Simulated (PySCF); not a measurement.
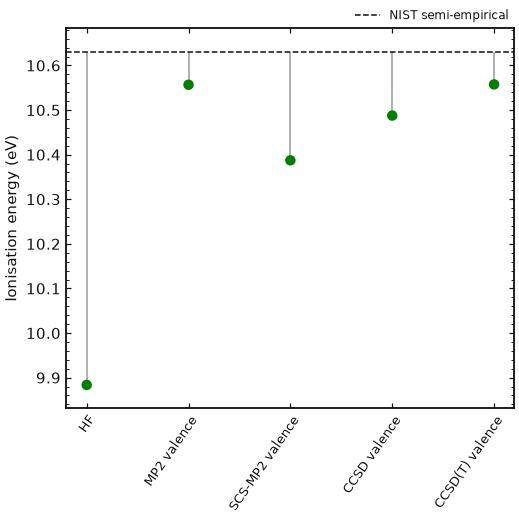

The ionisation energy of an atom or ion with 58 electrons in the configuration [Xe] 4f³ 6s by several methods. PySCF, ANO-RCC-VTZP, spin-free X2C-1e, unrestricted single determinants, no spin-orbit coupling. Methods marked “valence” freeze 46 core electrons.

Name the element and charge.

Answer. Pr⁺. The values run from 9.884 eV (HF) to 10.558 eV (CCSD(T) valence). The NIST semi-empirical value is 10.631 ± 0.02 eV; nearest to it come CCSD(T) valence (−0.073) and MP2 valence (−0.074), furthest HF (−0.747 eV).

Note: determinant is not a pure L term; determinant is not a pure L term.
